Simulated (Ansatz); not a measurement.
C₂H₅NSi (SMILES [SiH3]N1C=C1)

Input

```
crystal:
  periodic: [false, false, false]
  atoms:
    - { symbol: Si, position_ang: [0.0095, 0.669, -1.0156] }
    - { symbol: "N", position_ang: [-0.6841, -0.032, 0.3335] }
    - { symbol: C, position_ang: [-0.2453, -0.2103, 1.579] }
    - { symbol: C, position_ang: [-0.4715, -1.261, 0.854] }
    - { symbol: H, position_ang: [1.3968, 0.3349, -1.1583] }
    - { symbol: H, position_ang: [-0.157, 2.202, -0.89] }
    - { symbol: H, position_ang: [-0.7391, 0.2498, -2.2295] }
    - { symbol: H, position_ang: [0.8268, 0.0188, 1.9368] }
    - { symbol: H, position_ang: [0.1524, -2.0175, 0.5731] }
basis:
  gaussian: { orbitals: def2-SVP }
hamiltonian:
  xc: b3lyp
relax:
  f_tol: 0.015
  max_steps: 40
output:
  orbitals: {}
```

Launched as:

```sh
ansatz run input.yaml --threads 1 --pin off --max-ram 2048MiB --backend cpu --events-out ev --progress --plain --runs-dir out
```

The fields are those of the relaxed geometry.

The calculation used RKS B3LYP/def2-SVP in Ansatz 0.2.0.

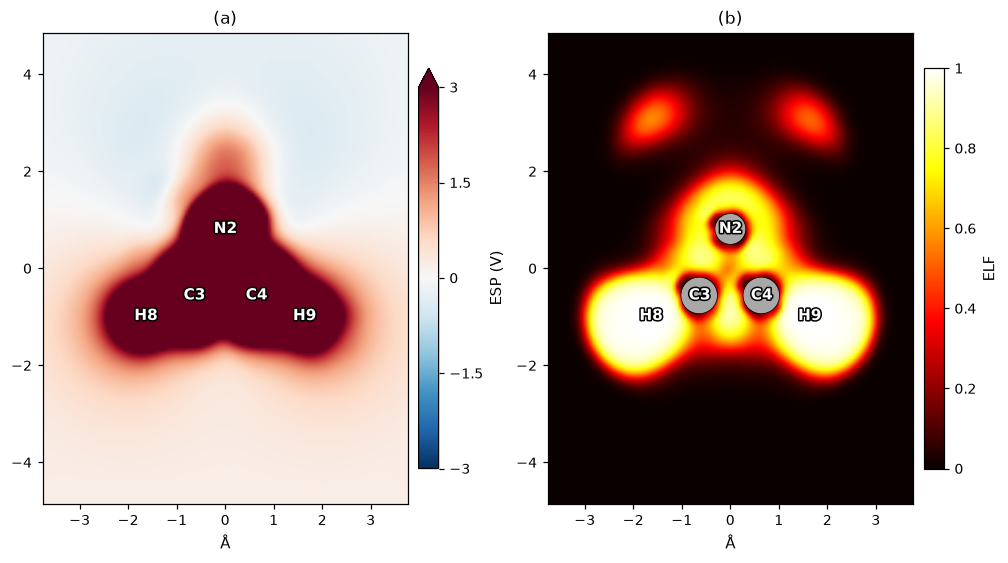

Figure 1. (a) molecular electrostatic potential; (b) ELF on the plane of atoms C3, N2 and C4. Grey discs cover the atomic cores in the ELF map.

> Read the bonding off the picture.

- The plane passes through N, C and H nuclei.
- C–C (1.28 Å): the ELF peaks at about 0.85 between the atoms: a short, multiple covalent bond.
- C–N (1.51 Å): the ELF peaks at about 0.80 between the atoms (a covalent bond).
- C–H (1.08 Å): the ELF climbs to about 1 towards the hydrogen, as it does in any bond to H: an ordinary covalent bond to hydrogen.
- The ELF also peaks beside N2, away from the bonds: lone-pair regions.
- Outside the dense part of the molecule the potential is most negative (−0.4 V) near N2.

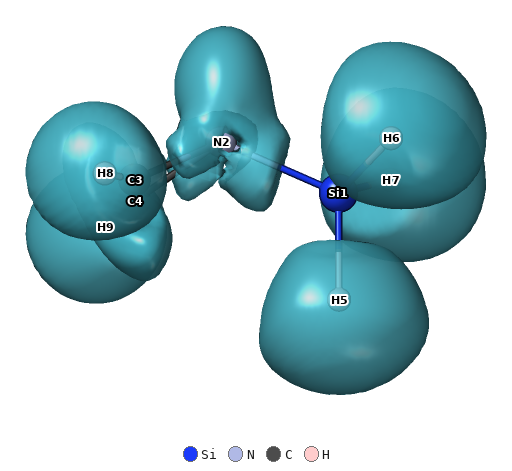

Figure 2. Isosurface of the ELF at 0.75 (cyan), seen from one side. Only the valence region is drawn (cores and ρ < 0.01 e/Å³ removed).

> What do the ELF domains correspond to?

The surface consists of one region between bonded C–C atoms (shared pairs), five regions around hydrogen nuclei and one region on N in which the atom's valence shell and bonds are merged.

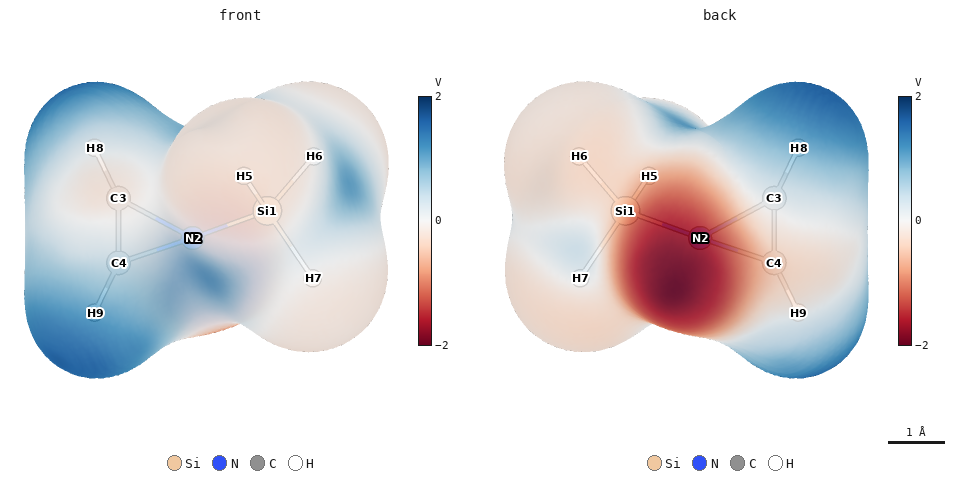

Figure 3. The electrostatic potential painted on the density surface at 0.002 e/bohr³, seen from the front and from behind; the colour scale runs from red (negative) to blue (positive).

> Where is the surface potential most negative and most positive?

The most negative region (about −1.9 V, or −44 kcal/mol for a unit charge) lies over N2, the most positive (about +1.6 V, or +37 kcal/mol for a unit charge) over H8 and H9. N2 is the likeliest acceptor of a hydrogen bond.
